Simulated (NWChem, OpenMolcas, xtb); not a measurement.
## BBrF2 (SMILES FB(F)Br): the HOMO–LUMO gap, rung by rung

BBrF2: 4 atoms, total charge 0, spin state singlet. As SMILES, `FB(F)Br`. The shape is that of a PBE0-D4/def2-TZVP optimisation.

| atom | x (Å) | y (Å) | z (Å) |
| --- | --- | --- | --- |
| F | -0.2157 | -1.3665 | -0.1099 |
| B | -0.1279 | -0.0633 | -0.0228 |
| F | -1.2124 | 0.6596 | -0.1442 |
| Br | 1.5560 | 0.7702 | 0.2769 |

Each level gives the HOMO–LUMO gap (eV). The values are calculated.

```
             level            kind     program  value (eV)   CPU time
          GFN1-xTB  semi-empirical         xtb        5.65  under 2 s
    HF/aug-cc-pVDZ    Hartree–Fock      NWChem       13.48    2.8 min
 SVWN5/aug-cc-pVDZ             LDA  OpenMolcas        6.04       25 s
  BLYP/aug-cc-pVDZ             GGA  OpenMolcas        6.13       38 s
 M06-L/aug-cc-pVDZ        meta-GGA  OpenMolcas        6.91       43 s
  TPSS/aug-cc-pVDZ        meta-GGA  OpenMolcas        6.43       46 s
 B3LYP/aug-cc-pVDZ   global hybrid  OpenMolcas        8.04       33 s
 BHLYP/aug-cc-pVDZ   global hybrid  OpenMolcas       10.46       32 s
B2PLYP/aug-cc-pVDZ   double hybrid  OpenMolcas       10.56       27 s
```

All-electron rows without a relativistic Hamiltonian named are non-relativistic. The values span 5.65 to 13.48 eV. Orbital gaps aren't excitation energies, and those of double hybrids come from the SCF part alone; they tend to grow with the share of exact exchange. CPU times are rough (shared hosts, several kinds of processor): they show what a rung costs within a factor of a few.

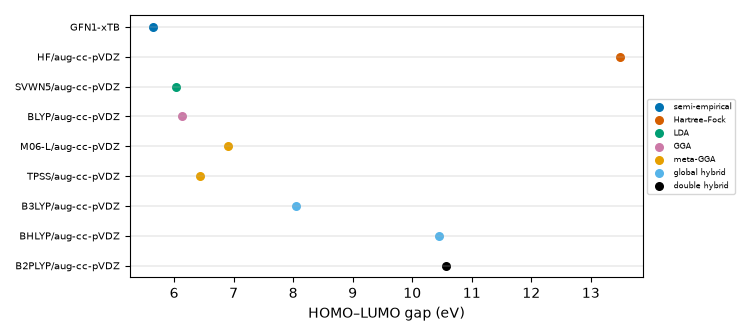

The values of the table, level by level.
